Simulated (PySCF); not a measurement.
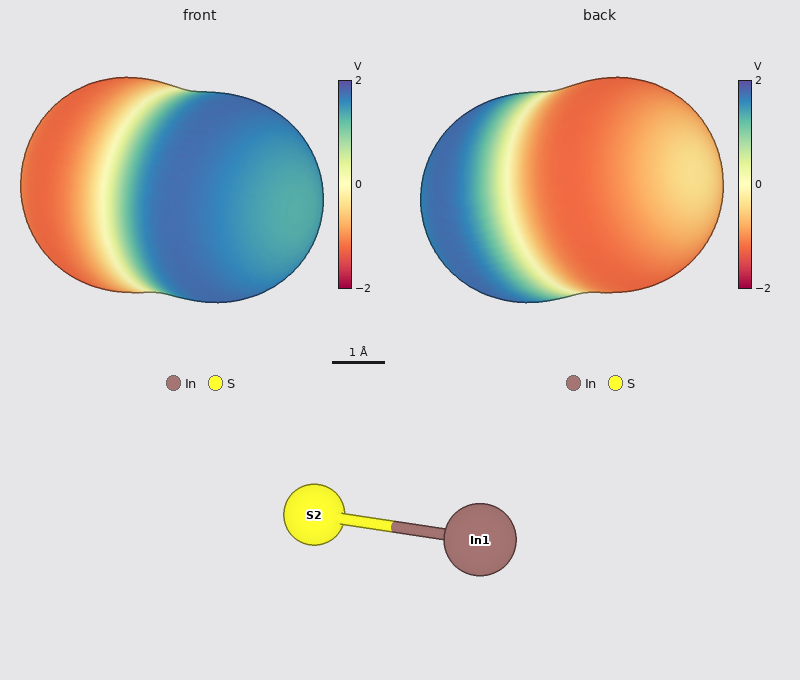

The picture shows: InS (doublet). The molecular electrostatic potential painted on the density surface at 0.002 e/bohr³, seen from the front and from behind; the colour scale runs from red (negative) to blue (positive). The bare structure is drawn below in the same view.

Core potentials replace the inner electrons of In.

Computed with PBE0/def2-SVP, non-relativistic Hamiltonian with scalar-relativistic core potentials where named, at a bond length of 2.301 Å (PySCF).

Question: Which sites attract a positive test charge, and which a negative one?

Answer: A positive charge is drawn to the negative regions and a negative charge to the positive ones. The most negative region (about −1.2 V, or −28 kcal/mol for a unit charge) lies over S2, the most positive (about +1.8 V, or +42 kcal/mol for a unit charge) over In1.
